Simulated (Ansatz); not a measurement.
Geometry relaxation of W (part 2 of 2)

W (defect cell, 17 atoms in the cell); DFT PBEsol, scalar-relativistic, plane waves, PAW, no spin polarisation (Ansatz 0.2.0); cutoff 420 eV, 3×3×3 k-mesh, Fermi–Dirac smearing of 0.1 eV. It belongs to a series of runs on one base structure; here: start relaxed.

Geometry of the input (Å; fractional positions):
```
6.3200  0.0000  0.0000
0.0000  6.3200  0.0000
0.0000  0.0000  6.3200
W  0.0000  0.0000  0.0000
W  0.5000  0.0000  0.0000
W  0.0000  0.5000  0.0000
W  0.0000  0.0000  0.5000
W  0.2500  0.2500  0.2500
W  0.5000  0.5000  0.0000
W  0.5000  0.0000  0.5000
W  0.7500  0.2500  0.2500
W  0.0000  0.5000  0.5000
W  0.2500  0.7500  0.2500
W  0.2500  0.2500  0.7500
W  0.5000  0.5000  0.5000
W  0.7500  0.7500  0.2500
W  0.7500  0.2500  0.7500
W  0.2500  0.7500  0.7500
W  0.7500  0.7500  0.7500
W  0.2444  0.0032  0.1256
```

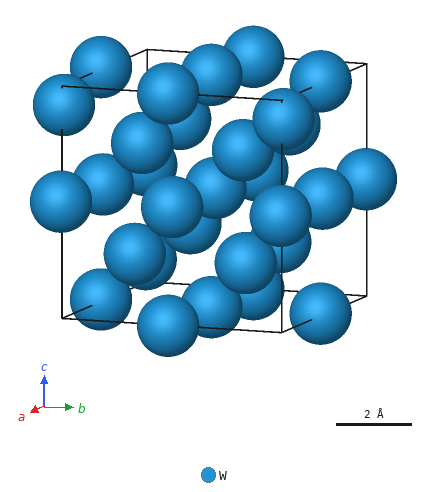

Figure 1. The geometry at step 7 of the log (spheres-only view of the cell of the calculation, seen slightly off an axis).

Output, continued:
```
--- Relaxed structure (12 steps of the walk, 12 accepted, 0 SCFs on fresh bases) ---
  F+E_penalty+E_count = -174349.03900647 eV   max|allowed force component| = 7.380e-2 eV/Å
  atoms:
    - { symbol: W, position: [-0.09434973912187503, -0.021631206574509287, -0.10113392006623884] }
    - { symbol: W, position: [0.5155268838531964, -0.0028877680139490648, 0.0036124987709328983] }
    - { symbol: W, position: [0.01120638136691994, 0.4935685649300524, 0.004148278752560396] }
    - { symbol: W, position: [0.010667610995061088, -0.0028657966749523257, 0.5086477876661136] }
    - { symbol: W, position: [0.3048823892445383, 0.30015641454245867, 0.2979289917291388] }
    - { symbol: W, position: [0.5146099608008633, 0.49880686599416785, 0.0022705720984983768] }
    - { symbol: W, position: [0.5093445526703662, -0.00401683195975741, 0.5023099199156802] }
    - { symbol: W, position: [0.765571535275467, 0.24757202178017643, 0.2520877753561045] }
    - { symbol: W, position: [0.0093312992898116, 0.4988442049126315, 0.507582243919757] }
    - { symbol: W, position: [0.2761198408931565, 0.7113172581723971, 0.2690663533527349] }
    - { symbol: W, position: [0.2590218098562656, 0.24751794415486236, 0.7585700682211679] }
    - { symbol: W, position: [0.5188747314035462, 0.5087051133383045, 0.5118613205838767] }
    - { symbol: W, position: [0.7692159146002009, 0.750217677346378, 0.24901047457852846] }
    - { symbol: W, position: [0.7408919104807737, 0.2742541377612074, 0.7338892826895783] }
    - { symbol: W, position: [0.2559874866956677, 0.7502462480236699, 0.7622027527353248] }
    - { symbol: W, position: [0.7366650356192765, 0.7143463934247792, 0.7296639515483023] }
    - { symbol: W, position: [0.14080629607676393, 0.039023958842082665, 0.13387264814793948] }
```

Trajectory as extended XYZ (Å, eV, eV/Å), 12 frames, from step=1 to step=12:
```
17
Lattice="6.3200 0.0000 0.0000 0.0000 6.3200 0.0000 0.0000 0.0000 6.3200" Properties=species:S:1:pos:R:3:forces:R:3 step=1 energy=-174313.82115
W     0.0000    0.0000    0.0000  -44.7301  -0.7062 -21.8874
W     3.1600    0.0000    0.0000   37.1436  -0.5747 -17.0198
W     0.0000    3.1600    0.0000   -0.7579   0.0445  -0.4208
W     0.0000    0.0000    3.1600   -0.6140  -0.0465   1.6439
W     1.5800    1.5800    1.5800    1.2012  43.4226  20.7365
W     3.1600    3.1600    0.0000    0.7897   0.0453  -0.4410
W     3.1600    0.0000    3.1600    0.5422  -0.0417   1.4084
W     4.7400    1.5800    1.5800   -0.0801   0.7608   0.4103
W     0.0000    3.1600    3.1600   -0.3086   0.0223   0.6262
W     1.5800    4.7400    1.5800    1.0683 -39.0680  17.9773
W     1.5800    1.5800    4.7400    0.0773   0.5929  -1.5587
W     3.1600    3.1600    3.1600    0.2256   0.0199   0.6642
W     4.7400    4.7400    1.5800   -0.0808  -0.7782   0.4227
W     4.7400    1.5800    4.7400   -0.0373   0.2794  -0.6147
W     1.5800    4.7400    4.7400    0.0726  -0.5551  -1.4312
W     4.7400    4.7400    4.7400   -0.0345  -0.2300  -0.6357
W     1.5444    0.0201    0.7937    5.5228  -3.1873   0.1197
17
Lattice="6.3200 0.0000 0.0000 0.0000 6.3200 0.0000 0.0000 0.0000 6.3200" Properties=species:S:1:pos:R:3:forces:R:3 step=2 energy=-174336.90155
W    -0.1758   -0.0030   -0.0843  -18.1817  -0.1999  -8.9680
W     3.3159   -0.0025   -0.0697   17.4432  -0.1750  -8.1595
W    -0.0043    3.1602   -0.0025   -0.8006  -0.0109  -0.7960
W    -0.0026   -0.0002    3.1678    0.0100  -0.0130   0.0943
W     1.5852    1.7529    1.6609    0.3475  18.1566   8.7761
W     3.1645    3.1602   -0.0027    0.8618  -0.0072  -0.8778
W     3.1623   -0.0002    3.1667   -0.0116  -0.0140   0.0395
W     4.7396    1.5843    1.5825    0.0178   0.8023   0.7956
W    -0.0029    3.1602    3.1646   -1.1352   0.0295   1.0235
W     1.5847    4.5785    1.6526    0.3230 -17.7488   8.3277
W     1.5804    1.5825    4.7326    0.0239  -0.0158  -0.0655
W     3.1625    3.1602    3.1648    1.1213   0.0332   1.0437
W     4.7396    4.7355    1.5826    0.0141  -0.8368   0.8412
W     4.7397    1.5827    4.7355   -0.0530   1.1201  -1.0132
W     1.5803    4.7376    4.7332    0.0249   0.0151  -0.0366
W     4.7397    4.7375    4.7353   -0.0567  -1.1110  -1.0240
W     1.5556    0.0136    0.7940    0.0510  -0.0246  -0.0011
17
Lattice="6.3200 0.0000 0.0000 0.0000 6.3200 0.0000 0.0000 0.0000 6.3200" Properties=species:S:1:pos:R:3:forces:R:3 step=3 energy=-174346.48101
W    -0.3459    0.0011   -0.1813   -3.9896  -0.0794  -2.4000
W     3.4859    0.0016   -0.1591    4.0360  -0.0765  -2.2990
W    -0.0424    3.1570   -0.0436    0.1141   0.0374   0.0894
W     0.0238   -0.0005    3.1235   -0.3742  -0.0038   0.3895
W     1.5780    1.9224    1.7564    0.1417   4.0515   2.3817
W     3.2031    3.1571   -0.0425   -0.0932   0.0382   0.0794
W     3.1364   -0.0006    3.1202    0.3581  -0.0011   0.3333
W     4.7453    1.6224    1.6228   -0.0654  -0.1085  -0.0850
W    -0.0475    3.1608    3.2382   -0.7987   0.0557   0.5426
W     1.5775    4.4089    1.7440    0.1388  -4.0894   2.3324
W     1.5810    1.5556    4.7778    0.0040   0.3733  -0.3710
W     3.2048    3.1609    3.2315    0.8700   0.0551   0.6274
W     4.7451    4.6972    1.6221   -0.0660   0.0976  -0.0785
W     4.7385    1.6266    4.6636   -0.0960   0.8128  -0.5609
W     1.5811    4.7643    4.7796    0.0013  -0.3646  -0.3418
W     4.7384    4.6950    4.6674   -0.0952  -0.8538  -0.6099
W     1.5614    0.0102    0.7931   -0.0857   0.0555  -0.0298
17
Lattice="6.3200 0.0000 0.0000 0.0000 6.3200 0.0000 0.0000 0.0000 6.3200" Properties=species:S:1:pos:R:3:forces:R:3 step=4 energy=-174347.40370
W    -0.4346   -0.0252   -0.3586    1.3192  -0.1171   0.1515
W     3.5004   -0.0212   -0.2408   -0.9457  -0.0502   0.1693
W     0.0125    3.1541    0.0298    0.0056  -0.1302  -0.9148
W     0.0095   -0.0014    3.1714   -0.2082   0.0023  -0.5325
W     1.6257    1.9923    1.9115    0.2010  -1.2905  -0.1422
W     3.1722    3.1542    0.0201    0.0901  -0.1206  -0.6448
W     3.1728   -0.0013    3.1420    0.1130   0.0128  -0.2489
W     4.7511    1.5745    1.5526    0.2443  -0.0002   0.8386
W    -0.1278    3.1670    3.2099    0.2978   0.0480   0.9188
W     1.6216    4.3782    1.8487    0.1368   1.0453  -0.1507
W     1.5824    1.5756    4.7364    0.0020   0.1932   0.4770
W     3.3106    3.1687    3.2258   -0.2422   0.0570   0.8641
W     4.7509    4.7325    1.5579    0.2349  -0.0496   0.6838
W     4.7264    1.7146    4.6863   -0.0974  -0.2489  -0.9041
W     1.5823    4.7327    4.7520   -0.0084  -0.1410   0.3389
W     4.7247    4.5933    4.6777   -0.1048   0.2174  -0.8760
W     1.4837    0.0514    0.7909   -1.0381   0.5724  -0.0279
17
Lattice="6.3200 0.0000 0.0000 0.0000 6.3200 0.0000 0.0000 0.0000 6.3200" Properties=species:S:1:pos:R:3:forces:R:3 step=5 energy=-174348.01478
W    -0.4976   -0.0553   -0.4334    0.5353  -0.6675  -0.5679
W     3.4173   -0.0341   -0.1456   -0.2325  -0.2634   0.9037
W     0.0304    3.0894   -0.0301    0.0961   0.4424   0.4018
W     0.0214   -0.0070    3.1554    0.0561  -0.0846   0.3523
W     1.6827    2.0159    1.9437    1.0270  -0.8032   0.1781
W     3.2341    3.1138    0.0083   -0.2164   0.2457   0.1166
W     3.1602   -0.0020    3.1038    0.1158  -0.0813   0.0934
W     4.8430    1.5662    1.6099   -0.5339  -0.0969  -0.4066
W    -0.0498    3.1853    3.2853   -0.1251  -0.0029  -0.3434
W     1.6551    4.4362    1.7835    0.6697   0.1854  -0.6552
W     1.5899    1.5671    4.7653    0.2286  -0.0473  -0.1857
W     3.2864    3.1994    3.2664   -0.1157  -0.0367  -0.1563
W     4.8294    4.6969    1.5828   -0.3427   0.1675  -0.2977
W     4.6877    1.6619    4.6074    0.0808   0.1294   0.3670
W     1.5811    4.7400    4.7995    0.2139  -0.1222   0.0150
W     4.6823    4.6145    4.6232    0.0662  -0.0067   0.2045
W     1.3107    0.1519    0.7882   -1.5234   1.0426  -0.0195
17
Lattice="6.3200 0.0000 0.0000 0.0000 6.3200 0.0000 0.0000 0.0000 6.3200" Properties=species:S:1:pos:R:3:forces:R:3 step=6 energy=-174348.54102
W    -0.5516   -0.1058   -0.5175    0.6190  -0.6671  -0.0478
W     3.3396   -0.0630   -0.0456    0.2961   0.2353   0.3041
W     0.0625    3.0722   -0.0284   -0.2123   0.5682   0.6018
W     0.0218   -0.0105    3.1590    0.4012  -0.2045   0.5168
W     1.7737    2.0235    1.9814    0.7129  -1.5212  -0.4611
W     3.2593    3.1018    0.0018   -0.2183   0.1536   0.3419
W     3.1691   -0.0059    3.1064   -0.1384  -0.1222   0.1963
W     4.8714    1.5458    1.6123   -0.7945   0.1189  -0.5099
W    -0.0041    3.1927    3.2850   -0.1913   0.0544  -0.7488
W     1.7230    4.4866    1.7143    0.0629  -0.1277  -0.3295
W     1.5966    1.5669    4.7762    0.4226  -0.3361  -0.2971
W     3.2906    3.2180    3.2908   -0.1225  -0.0126  -0.7073
W     4.8575    4.6887    1.5842   -0.1273   0.2137  -0.4745
W     4.6714    1.6485    4.5927    0.0321   0.3656   0.7244
W     1.5859    4.7335    4.8167    0.2240   0.1725  -0.0901
W     4.6572    4.6001    4.5952    0.1302  -0.1437   0.6312
W     1.1403    0.2468    0.7893   -1.0965   1.2528   0.3496
17
Lattice="6.3200 0.0000 0.0000 0.0000 6.3200 0.0000 0.0000 0.0000 6.3200" Properties=species:S:1:pos:R:3:forces:R:3 step=7 energy=-174348.74602
W    -0.5841   -0.1689   -0.6147    0.9034   0.4629   0.9410
W     3.2702   -0.0598    0.0325    0.4733   0.3881  -0.4314
W     0.0646    3.0797   -0.0012   -0.0914   0.1431   0.3338
W     0.0482   -0.0076    3.1840    0.3878  -0.3153  -0.0404
W     1.9083    1.9850    2.0176   -0.7952  -2.0086  -1.6912
W     3.2687    3.1150    0.0156   -0.2003  -0.0990   0.0680
W     3.1660   -0.0461    3.1459    0.1593   0.1279   0.0890
W     4.8302    1.5176    1.6133   -0.2039   0.4716  -0.3968
W     0.0319    3.1825    3.2306   -0.1847   0.0324  -0.2679
W     1.7626    4.5131    1.6354   -0.7870  -0.1125   0.4569
W     1.6286    1.5805    4.7848   -0.0052  -0.5341  -0.0749
W     3.3159    3.2498    3.2767   -0.2499  -0.0420  -0.6585
W     4.8831    4.7314    1.5704   -0.0100  -0.1760  -0.1159
W     4.6522    1.6597    4.6130    0.2626   0.5802   0.3605
W     1.6020    4.7157    4.8265   -0.0383   0.4996  -0.1838
W     4.6456    4.5591    4.5931    0.1847  -0.5219   0.4523
W     0.9705    0.3335    0.7903    0.1952   1.1037   1.1594
17
Lattice="6.3200 0.0000 0.0000 0.0000 6.3200 0.0000 0.0000 0.0000 6.3200" Properties=species:S:1:pos:R:3:forces:R:3 step=8 energy=-174349.02522
W    -0.5932   -0.1536   -0.6374   -0.0454   0.2047   0.0201
W     3.2622   -0.0191    0.0153    0.0861   0.0356   0.0604
W     0.0754    3.1176    0.0228   -0.1158   0.1167   0.0450
W     0.0718   -0.0109    3.2112   -0.0697   0.0036   0.0274
W     1.9070    1.9038    1.8897    0.0313  -0.1683  -0.0548
W     3.2478    3.1506    0.0144    0.0804   0.0312   0.0718
W     3.2208   -0.0114    3.1646   -0.0511  -0.1062   0.1121
W     4.8385    1.5566    1.5898    0.0471   0.0714  -0.0363
W     0.0505    3.1607    3.2131    0.0455  -0.0675  -0.0086
W     1.7546    4.4925    1.7235   -0.1255   0.3060  -0.3076
W     1.6353    1.5598    4.7991   -0.0055   0.0414  -0.0827
W     3.2817    3.2075    3.2349   -0.0646  -0.0652  -0.0429
W     4.8657    4.7417    1.5734   -0.0374  -0.0032   0.0024
W     4.6862    1.7424    4.6426    0.1442  -0.3729   0.1351
W     1.6119    4.7417    4.8207    0.1450   0.0056  -0.0634
W     4.6402    4.5242    4.5990    0.0748   0.0048   0.1211
W     0.9080    0.2357    0.8368   -0.1392  -0.0380   0.0008
17
Lattice="6.3200 0.0000 0.0000 0.0000 6.3200 0.0000 0.0000 0.0000 6.3200" Properties=species:S:1:pos:R:3:forces:R:3 step=9 energy=-174349.02844
W    -0.5981   -0.1173   -0.6413   -0.0125  -0.2095  -0.0216
W     3.2576   -0.0210    0.0225   -0.0076   0.0069   0.0329
W     0.0704    3.1204    0.0245    0.0038  -0.1752   0.0107
W     0.0678   -0.0209    3.2098    0.0132  -0.0156  -0.0030
W     1.9393    1.8934    1.9044   -0.0884  -0.0334  -0.1410
W     3.2506    3.1498    0.0186    0.0251  -0.0665  -0.0488
W     3.2167   -0.0366    3.1742    0.0698   0.0938   0.0296
W     4.8406    1.5573    1.5907   -0.1319   0.0495   0.0533
W     0.0584    3.1533    3.2074   -0.0308  -0.0575   0.0273
W     1.7347    4.4955    1.6902    0.0231   0.0038   0.0320
W     1.6329    1.5585    4.7923    0.0714   0.0380  -0.0620
W     3.2809    3.2361    3.2375    0.0124  -0.2228  -0.0081
W     4.8610    4.7365    1.5754    0.0638   0.1069  -0.0920
W     4.6698    1.7261    4.6256    0.0034   0.1822   0.0100
W     1.6210    4.7372    4.8159   -0.1255   0.1070   0.0767
W     4.6671    4.5101    4.6255   -0.0376   0.1067  -0.0598
W     0.8936    0.2615    0.8404    0.1482   0.0860   0.1639
17
Lattice="6.3200 0.0000 0.0000 0.0000 6.3200 0.0000 0.0000 0.0000 6.3200" Properties=species:S:1:pos:R:3:forces:R:3 step=10 energy=-174349.03283
W    -0.5882   -0.1848   -0.6316    0.1061   0.2270   0.1013
W     3.2599   -0.0151    0.0237    0.0333  -0.0078  -0.0265
W     0.0690    3.1201    0.0244   -0.0104   0.0707  -0.0081
W     0.0689   -0.0144    3.2144   -0.0410  -0.0145   0.0376
W     1.9266    1.9116    1.8861    0.0301   0.0412   0.0148
W     3.2539    3.1519    0.0128   -0.0262   0.0265   0.0009
W     3.2186   -0.0156    3.1738   -0.0417  -0.0444  -0.0369
W     4.8355    1.5602    1.5891    0.0374   0.0387   0.0372
W     0.0559    3.1525    3.2106   -0.0022   0.0331  -0.0263
W     1.7385    4.5064    1.6952   -0.0117   0.0296  -0.0203
W     1.6337    1.5603    4.7915    0.0303   0.0404   0.0318
W     3.2802    3.2071    3.2362    0.0179   0.0089   0.0136
W     4.8585    4.7425    1.5799    0.0040  -0.0198  -0.0216
W     4.6983    1.7233    4.6542   -0.0331  -0.0467  -0.0352
W     1.6237    4.7430    4.8140   -0.0184  -0.0256   0.0047
W     4.6394    4.5160    4.5954    0.0530  -0.1422   0.0509
W     0.8919    0.2751    0.8440   -0.1276  -0.2151  -0.1177
17
Lattice="6.3200 0.0000 0.0000 0.0000 6.3200 0.0000 0.0000 0.0000 6.3200" Properties=species:S:1:pos:R:3:forces:R:3 step=11 energy=-174349.03901
W    -0.5963   -0.1367   -0.6392   -0.0345  -0.0560  -0.0445
W     3.2581   -0.0183    0.0228   -0.0077   0.0283   0.0149
W     0.0708    3.1194    0.0262   -0.0162   0.0039  -0.0098
W     0.0674   -0.0181    3.2147    0.0067   0.0244  -0.0112
W     1.9269    1.8970    1.8829    0.0209  -0.0292   0.0151
W     3.2523    3.1525    0.0143    0.0245  -0.0086  -0.0008
W     3.2191   -0.0254    3.1746    0.0010   0.0266   0.0021
W     4.8384    1.5647    1.5932   -0.0140  -0.0517  -0.0158
W     0.0590    3.1527    3.2079   -0.0077  -0.0080   0.0301
W     1.7451    4.4955    1.7005   -0.0182   0.0738  -0.0154
W     1.6370    1.5643    4.7942   -0.0113  -0.0474  -0.0121
W     3.2793    3.2150    3.2350    0.0065  -0.0252   0.0063
W     4.8614    4.7414    1.5737    0.0158   0.0341   0.0111
W     4.6824    1.7333    4.6382    0.0118  -0.0162   0.0112
W     1.6178    4.7416    4.8171    0.0107   0.0314   0.0161
W     4.6557    4.5147    4.6115   -0.0204   0.0137  -0.0248
W     0.8899    0.2466    0.8461    0.0323   0.0061   0.0277
17
Lattice="6.3200 0.0000 0.0000 0.0000 6.3200 0.0000 0.0000 0.0000 6.3200" Properties=species:S:1:pos:R:3:forces:R:3 step=12 energy=-174349.03901
W    -0.5963   -0.1367   -0.6392   -0.0345  -0.0561  -0.0445
W     3.2581   -0.0183    0.0228   -0.0077   0.0283   0.0149
W     0.0708    3.1194    0.0262   -0.0162   0.0039  -0.0098
W     0.0674   -0.0181    3.2147    0.0067   0.0244  -0.0112
W     1.9269    1.8970    1.8829    0.0209  -0.0293   0.0151
W     3.2523    3.1525    0.0143    0.0245  -0.0086  -0.0008
W     3.2191   -0.0254    3.1746    0.0010   0.0266   0.0021
W     4.8384    1.5647    1.5932   -0.0140  -0.0517  -0.0158
W     0.0590    3.1527    3.2079   -0.0077  -0.0080   0.0301
W     1.7451    4.4955    1.7005   -0.0182   0.0738  -0.0154
W     1.6370    1.5643    4.7942   -0.0113  -0.0474  -0.0121
W     3.2793    3.2150    3.2350    0.0065  -0.0252   0.0063
W     4.8614    4.7414    1.5737    0.0158   0.0341   0.0110
W     4.6824    1.7333    4.6382    0.0118  -0.0162   0.0111
W     1.6178    4.7416    4.8171    0.0107   0.0314   0.0162
W     4.6557    4.5147    4.6115   -0.0204   0.0137  -0.0247
W     0.8899    0.2466    0.8461    0.0323   0.0061   0.0277
```
